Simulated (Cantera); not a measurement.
Input: 1 mol BN, 1.1 mol HF, 28 mol N2, held at 0.133 bar.

Method: chemical equilibrium by Gibbs-energy minimisation in Cantera with the NASA 1993 tables (ideal gas, pure condensed phases). Candidate condensed phases: B, BN; 31 gas species. The tables' values for BF2 are old estimates; treat these amounts as uncertain. Kinetics and transport are ignored.

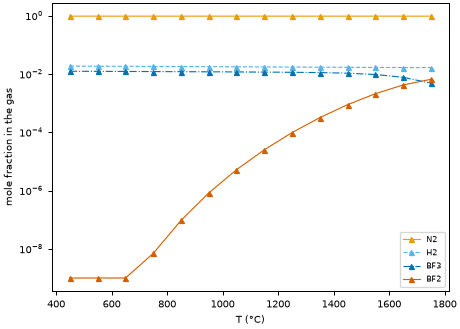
Equilibrium gas composition (values under 1e-9 drawn at 1e-9)

### Question
Read off the mole fractions at 1450 °C.

### Answer
N2 about 0.97, H2 about 0.017, BF3 about 0.011, BF2 about 0.00088.
